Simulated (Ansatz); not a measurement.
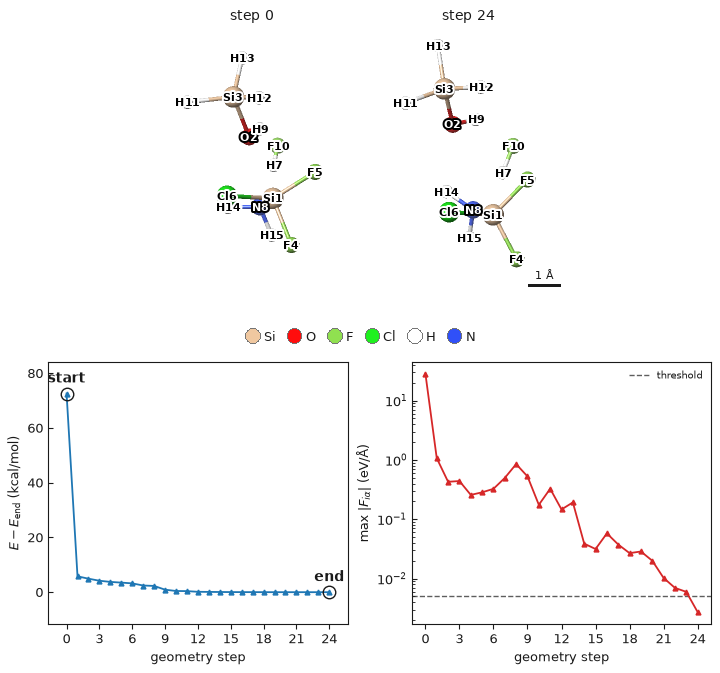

First and last geometry of a relaxation of Si₂NH₇OClF₃ (started from a transition state, displaced along its imaginary mode), with the history of the run. A ball-and-stick model, seen from a free direction.

Method: RKS PBE0-D4/def2-TZVP (Ansatz 0.2.0).

Input file:
```yaml
crystal:
  periodic: [false, false, false]
  atoms:
    - {symbol: Si, position_ang: [-0.401317, -0.047941, 1.357325]}
    - {symbol: O, position_ang: [0.164492, -0.286585, -0.669633]}
    - {symbol: Si, position_ang: [0.528838, -1.671855, -1.556692]}
    - {symbol: F, position_ang: [-0.846765, 0.127775, 2.890184]}
    - {symbol: F, position_ang: [-1.801509, -0.538988, 0.780088]}
    - {symbol: Cl, position_ang: [1.011195, -1.532000, 1.644878]}
    - {symbol: H, position_ang: [-0.503691, 1.984777, -0.444734]}
    - {symbol: N, position_ang: [0.047232, 1.585331, 1.019520]}
    - {symbol: H, position_ang: [-0.184575, 0.401708, -1.144688]}
    - {symbol: F, position_ang: [-0.679157, 2.117332, -1.126137]}
    - {symbol: H, position_ang: [1.977887, -1.918197, -1.438360]}
    - {symbol: H, position_ang: [-0.272912, -2.804227, -1.056251]}
    - {symbol: H, position_ang: [0.153545, -1.309260, -2.942401]}
    - {symbol: H, position_ang: [1.044047, 1.713762, 0.896415]}
    - {symbol: H, position_ang: [-0.237110, 2.178467, 1.790586]}
basis:
  gaussian: {orbitals: def2-TZVP}
hamiltonian: {xc: pbe0, dispersion: d4}
relax: {f_tol: 0.005, max_steps: 200}
```

Launched with:
```bash
ansatz run in.yaml --threads 4 --pin off --events-out ev --progress --plain --max-ram 66560MiB --backend cuda --devices 0, --max-vram 37GiB
```

Q: Did the run converge, and what did it change?

A: It converged. The energy falls by 72.6 kcal/mol in 24 geometry steps. Largest force component: 28 eV/Å at the start, 0.0027 eV/Å at the end. The largest move after the best rigid fit is that of H13, 0.75 Å. By element the largest moves are H 0.75 Å, O 0.64 Å, F 0.64 Å, Cl 0.55 Å, Si 0.53 Å, N 0.20 Å. Among the contacts that change: Si1–O2 2.118 → 3.219 Å, Si3–Cl6 3.241 → 4.028 Å, H7–F10 0.716 → 0.959 Å, O2–H9 0.906 → 0.968 Å. Among the angles between lasting bonds that change: F4–Si1–Cl6 97.8° → 109.3°, F4–Si1–F5 97.8° → 107.3°, F4–Si1–N8 98.9° → 106.4°. Groups turn about O2–Si3 by about 55°. The run took about 50 s of wall time on a shared GPU.
